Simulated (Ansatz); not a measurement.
# AlH2: relaxing the atoms in a fixed cell

Wanted: the geometry at rest of AlH2 (a borrowed structure type, volume estimated), relaxing the atoms in a fixed cell, and its electronic structure there.

Computed, not measured: Ansatz 0.2.0, DFT, r2SCAN, no spin polarisation, plane waves, PAW.

## (1) The system as given

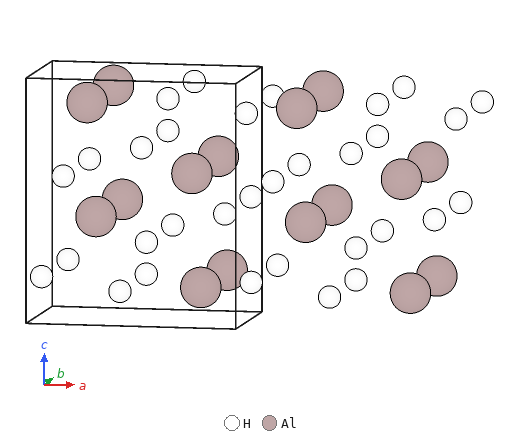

The structure slightly off an axis: hydrogen white, aluminium light grey. 2×2×1 cells are drawn.

Symmetry: Pnma, No. 62, orthorhombic system. Conventional cell: a = 5.515 Å, b = 3.384 Å, c = 6.380 Å, α = 90.00°, β = 90.00°, γ = 90.00°. H (site symmetry m) is surrounded by 5 Al at 2.18 to 2.43 Å. Al (site symmetry m) is surrounded by 9 H at 2.03 to 2.43 Å. H (site symmetry m) is surrounded by 4 Al at 2.03 to 2.17 Å.

In its conventional cell, by symmetry (the run takes the cell typed in the input):

```cif
data_structure
_symmetry_space_group_name_H-M 'Pnma'
_symmetry_Int_Tables_number 62
_cell_length_a 5.5148
_cell_length_b 3.3842
_cell_length_c 6.3804
_cell_angle_alpha 90.000
_cell_angle_beta 90.000
_cell_angle_gamma 90.000
_cell_volume 119.08
loop_
_atom_site_label
_atom_site_type_symbol
_atom_site_symmetry_multiplicity
_atom_site_Wyckoff_symbol
_atom_site_fract_x
_atom_site_fract_y
_atom_site_fract_z
_atom_site_occupancy
H1 H 4 c 0.04300 0.25000 0.17400 1
Al1 Al 4 c 0.26029 0.25000 0.88863 1
H2 H 4 c 0.64600 0.25000 0.91350 1
```

It starts from an earlier solution of the starting cell (checkpoint.read).

## (2) Relaxing

Input file input.yaml:

```yaml
crystal:
  lattice:
    - [5.514815, 0.0, 0.0]
    - [0.0, 3.384239, 0.0]
    - [0.0, 0.0, 6.380362]
  atoms:
    - { symbol: H, position: [0.043, 0.25, 0.174] }
    - { symbol: H, position: [0.457, 0.75, 0.674] }
    - { symbol: H, position: [0.543, 0.25, 0.326] }
    - { symbol: H, position: [0.957, 0.75, 0.826] }
    - { symbol: Al, position: [0.26029, 0.25, 0.88863] }
    - { symbol: Al, position: [0.23971, 0.75, 0.38863] }
    - { symbol: Al, position: [0.76029, 0.25, 0.61137] }
    - { symbol: Al, position: [0.73971, 0.75, 0.11137] }
    - { symbol: H, position: [0.646, 0.25, 0.9135] }
    - { symbol: H, position: [0.854, 0.75, 0.4135] }
    - { symbol: H, position: [0.146, 0.25, 0.5865] }
    - { symbol: H, position: [0.354, 0.75, 0.0865] }
  symmetry: { tolerance: 0.0003 }
kpoints:
  mp_grid: { grid: [4, 6, 3], shift: [0, 0, 0] }
magnetization:
  spin_polarized: false
scf:
  occupations: { method: methfessel_paxton, width: 0.0293 }
  lower_state_search: "off"
hamiltonian:
  pseudopotentials: { kind: paw }
  xc: r2scan
basis:
  ecutwfc: 500
  fft_grid_basis: typed
relax:
  max_steps: 80
output:
  forces: true
  stress: true
  eigenvalues: true
  bader: true
  populations: true
  elf: true
  write_potential: true
  volumetric_format: npy
  dos:
    e_range: [-12, 8]
    de: 0.05
    projected: { site_lists: { Al: [Al], H: [H] } }
checkpoint:
  read: saved_state
```

Started as:

```bash
$ ansatz run input.yaml --threads 2 --pin off --max-ram 3584MiB --backend cpu --events-out ev --progress --plain --runs-dir out
```

The program printed, shortened:

```text
Warning: output.stress: scf.convergence.dr2_threshold = 1e-7 eV (the SCF's general default) is looser than the 1.2e-9 eV advised for a printed stress (1e-10 eV for each atom of the cell: 12). What an SCF threshold leaves in a stress goes as its square root, and in the free energy as the [...]
Warning: RAYON_NUM_THREADS=2 ignored (pool sized by the plan → 2); use --threads N
[...]
Pseudopotentials: kind: paw
Pseudopotential: H, paw, valence charge 1, recommended cutoff 500 eV (meta_gga), H.paw.azcp
Pseudopotential: Al, paw, valence charge 3, recommended cutoff 500 eV (meta_gga), Al.paw.azcp
Functional definition: r2SCAN
[...]
Crystal: 12 atoms, lattice volume = 119.080 Å³
Basis set: ecut = 500 eV, 3011 PW (Γ), exchange–correlation on 180×100×192 points (64 copies of the dense FFT grid, shifted against one another)
Bands: 22, of which v1, the nominal top of the filled ones, is band 10 counted from 1 (9 counted from 0)
Symmetry: 8 space group operations
Space group: Pnma (ITA 62), of the structure as read, at distance tolerance 1.5e-3 Å
k-points: 24 of 72
[...]
SCF iter   1: F=—  HF=-2282.537809 eV  |F-HF|=—  |Δ(HF+E_count)|=         —  Δρ=2.65e-3  dr2=1.13e-2  dr2_τ=6.16e-5  ethr=5.67e-5  ⟨swp⟩=3.0  Hψ=3800  notcnv=0
[...]
relax step   1: F+E_penalty+E_count = -2282.53878547 eV  Δ(F+E_penalty+E_count) = +0.000e0 eV  max|allowed force component| = 4.468e-1 eV/Å  Δτ_max = 0.0000 Å  (6 SCF iters, accepted)
[...]
relax step   2: F+E_penalty+E_count = -2282.91664884 eV  Δ(F+E_penalty+E_count) = -3.779e-1 eV  max|allowed force component| = 3.103e-1 eV/Å  Δτ_max = 0.1949 Å  (5 SCF iters, dr2 threshold 1.25e-5 eV, accepted)
[...]
relax step   3: F+E_penalty+E_count = -2283.29340515 eV  Δ(F+E_penalty+E_count) = -3.768e-1 eV  max|allowed force component| = 1.948e-1 eV/Å  Δτ_max = 0.1952 Å  (6 SCF iters, dr2 threshold 6.02e-6 eV, accepted)
```

## (3) More of the same log

Output, continued, shortened:

```text
[... from here on, the SCF cycles and remarks between the steps are left out ...]
relax step   4: F+E_penalty+E_count = -2283.45680826 eV  Δ(F+E_penalty+E_count) = -1.634e-1 eV  max|allowed force component| = 3.010e-1 eV/Å  Δτ_max = 0.0894 Å  (5 SCF iters, dr2 threshold 1.49e-5 eV, accepted)
[...]
relax step   7: F+E_penalty+E_count = -2284.63425767 eV  Δ(F+E_penalty+E_count) = -4.061e-1 eV  max|allowed force component| = 4.446e-1 eV/Å  Δτ_max = 0.1913 Å  (5 SCF iters, dr2 threshold 1.00e-4 eV, accepted)
[...]
relax step  10: F+E_penalty+E_count = -2285.09920107 eV  Δ(F+E_penalty+E_count) = -1.301e-1 eV  max|allowed force component| = 1.710e-1 eV/Å  Δτ_max = 0.1962 Å  (5 SCF iters, dr2 threshold 3.42e-6 eV, accepted)
[...]
    - { symbol: H, position: [0.5070590188049229, 0.75, 0.1830325680258774] }
--- Löwdin populations: 12 sites ---
  site symbol       q [e]
     0      H      1.1793
     1      H      1.1793
     2      H      1.1793
     3      H      1.1793
     4     Al      2.5587
     5     Al      2.5587
     6     Al      2.5587
     7     Al      2.5587
     8      H      1.1999
     9      H      1.1999
    10      H      1.1999
    11      H      1.1999
  spilling = 0.012420 (of n_electrons = 20.000000)
--- Bader charges: 12 sites ---
  site symbol  charge [e]  shift [e]
     0      H     -0.9787     0.0001
     1      H     -0.9787     0.0001
     2      H     -0.9787     0.0001
     3      H     -0.9787     0.0001
     4     Al      1.8496     0.0001
     5     Al      1.8496     0.0001
     6     Al      1.8497     0.0001
     7     Al      1.8496     0.0001
     8      H     -0.8710     0.0002
     9      H     -0.8709     0.0002
    10      H     -0.8710     0.0002
    11      H     -0.8710     0.0002
  estimated error of the sums over rays = 6.3e-4 e
```

Wall time 2.2 min (2 threads of an Arm CPU, shared host); peak memory 0.63 GiB.

Step by step:

```
step  energy from step 1 (eV/cell)  largest force component (eV/Å)
   1                        0.0000                          0.4468
   2                       -0.3779                          0.3103
   3                       -0.7546                          0.1948
   4                       -0.9180                          0.3010
   5                       -1.3114                          0.2567
   6                       -1.6894                          0.4188
   7                       -2.0955                          0.4446
   8                       -2.3777                          0.1658
   9                       -2.4304                          0.1569
  10                       -2.5604                          0.1710
  11                       -2.6734                          0.1565
  12                       -2.6807                          0.1459
  13                       -2.7077                          0.0454
 14x                       -2.7033                          0.0794
  15                       -2.7095                          0.0212
  16                       -2.7097                          0.0021
```

Step 1 is the start. 1 step was tried and not accepted (marked x).

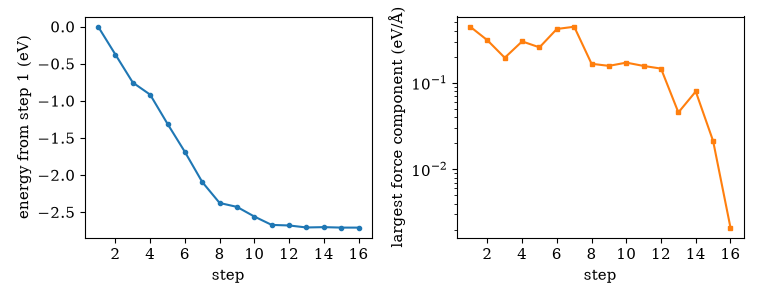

Energy and largest force along the relaxation.

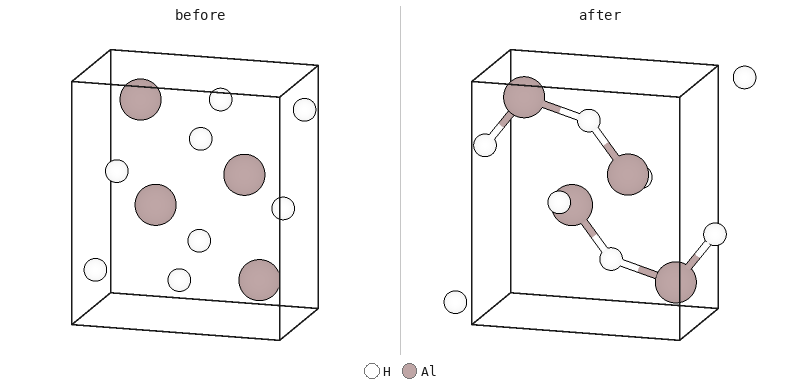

Before and after, at one scale. Each atom of the cell is drawn once.

The largest move, 1.41 Å, is shared by several atoms, H4 among them.

## (4) Density of states

States per cell by energy window, from dos.tsv and pdos.tsv (tetrahedra; eV from the Fermi level):

```
from    to  total  Al s  Al p   H s
-8.0  -7.0   2.12  0.28  0.73  1.10
-7.0  -6.0   3.37  0.33  1.05  1.97
-6.0  -5.0   3.53  0.20  0.93  2.36
-5.0  -4.0   1.21  0.03  0.22  0.94
-4.0  -3.0   0.00  0.00  0.00  0.00
-3.0  -2.0   0.10  0.07  0.01  0.01
-2.0  -1.0   1.52  0.80  0.53  0.15
-1.0   0.0   2.44  0.87  1.21  0.26
 0.0   1.0   2.04  0.63  1.07  0.24
 1.0   2.0   2.48  0.55  1.48  0.26
 2.0   3.0   3.28  0.54  2.02  0.33
 3.0   4.0   3.57  0.50  1.96  0.45
 4.0   5.0   2.81  0.25  1.35  0.37
```

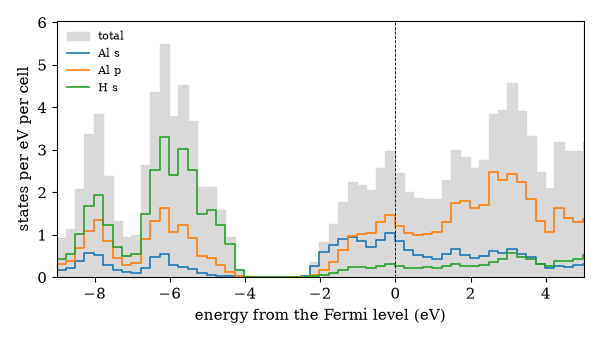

Total and projected density of states, in bins of 0.25 eV.

## (5) How the electrons are shared

Gathered by element (positive charge: electrons given up): Löwdin charges also hold the electrons that the projection spills.

```
element  atoms  Bader charge (e)  Bader volume (Å³)  Löwdin charge (e)
      H      8    -0.98 to -0.87        9.6 to 10.7     -0.20 to -0.18
     Al      4             +1.85                9.4              +0.44
```

The Löwdin projection spills 1.2 % of the electrons and depends on the orbitals chosen; where it disagrees with Bader's partition, neither is an observable.

## (6) Fields in real space

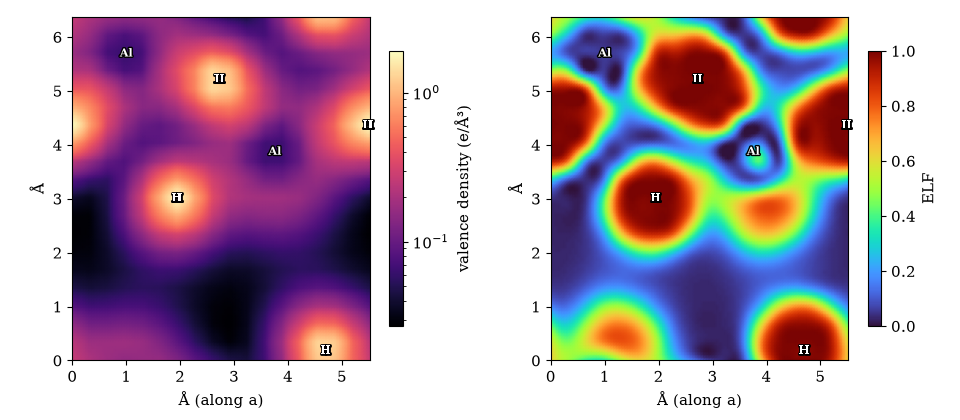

Valence density (left, log scale) and ELF (right) in the plane spanned by a and c at height 0.250 along b (axes of the input's cell); atoms within 0.2 Å are lettered. These are the smooth PAW fields, not the true ones near the nuclei.

Scans along the contacts give these minima of the density:

```
contact  length (Å)  minimum at (fraction)  density (e/Å³)  ELF
Al5–H11       1.695             none clear               –    –
```

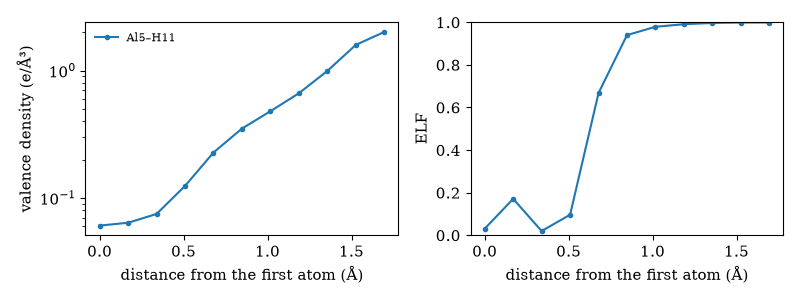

Smooth valence density and ELF along the contacts, at tenths of each length.

## (7) Outcome

```
                                                 quantity                         value
                                                    moves                            14
                                            energy gained                225.8 meV/atom
                                             largest move                    1.41 Å (H)
                     space group (0.01 Å), before / after                   Pnma / Pnma
                          pressure left in the fixed cell                       2.0 GPa
                                                character                         metal
density of states, mean within 0.25 eV of the Fermi level           2.7 per eV per cell
                                            Bader charges  H -0.98 to -0.87, Al +1.85 e
```

What this shows: In the fixed cell the largest move of an atom is 1.41 Å; the energy fell by 225.8 meV per atom. The run held to 8 symmetry operations, so a lower structure without them is not ruled out. Bands cross the Fermi level: a metal; within 0.25 eV of the Fermi level the density of states averages 2.7 per eV per cell, mostly Al p (50 %) and Al s (34 %). Al loses most charge (+1.85 e on average) and H gains most (-0.92 e).

Keep in mind: the k mesh is coarse for a cell without a gap; the SCF threshold is loose for a stress.
